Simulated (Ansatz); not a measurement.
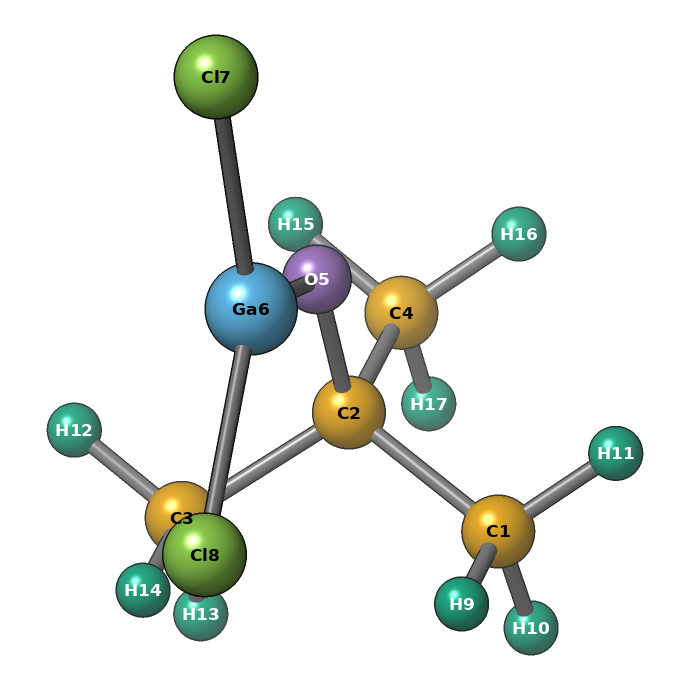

O5 lies behind Ga6. The molecule seen a little off the Ga6–O5 bond, Ga6 in front. Atoms fade into the background with distance from the viewer. Computed geometry: PBE0-D4/def2-TZVP optimisation. No frequency run is at hand to confirm it as a minimum.

What is the torsion angle Cl7–Ga6–O5–C2? The sign is positive where the front bond must turn clockwise to cover the back bond.

180°, antiperiplanar (anti).
